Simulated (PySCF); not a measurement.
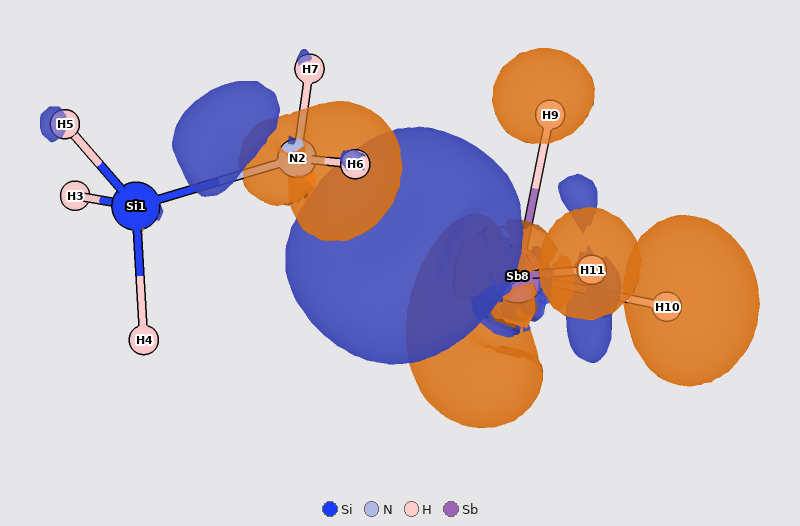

Figure. H8NSbSi, SMILES `[SiH3]N.[SbH3]`. Density of the complex less the densities of the two fragments at the same geometry, ±0.004 e/Å³ (orange: gain, blue: loss). Fragment A: SiH5N (atoms 1–7); fragment B: SbH3.

Method: HF/def2-TZVP; geometry: GFN2-xTB; program: PySCF. Core potentials replace the inner electrons of Sb; spin–orbit coupling isn't included. GFN2-xTB bond lengths at metals and heavier atoms can be off by up to 0.1 Å and shapes distorted, which carries into these values.

Question: Which way does charge flow?

Answer: Hirshfeld charges show 0.029 e passing from A to B. By Hirshfeld charges, electrons gather most on H10 (−0.026 e) and leave Sb8 most (+0.016 e); 0.12 e is displaced in all, which induces a dipole of 1.20 D.

Question: What is the interaction energy, and which contacts carry it?

Answer: The counterpoise-corrected interaction energy of the frozen fragments is +1.9 kcal/mol without dispersion correction and −2.9 kcal/mol with D3(BJ). The pair geometry is semi-empirical, not a minimum at this level. Contacts: N2···Sb8, 3.07 Å, ρ = 0.016 a.u. The pose is a local one from a semi-empirical search, not shown to be the most stable.
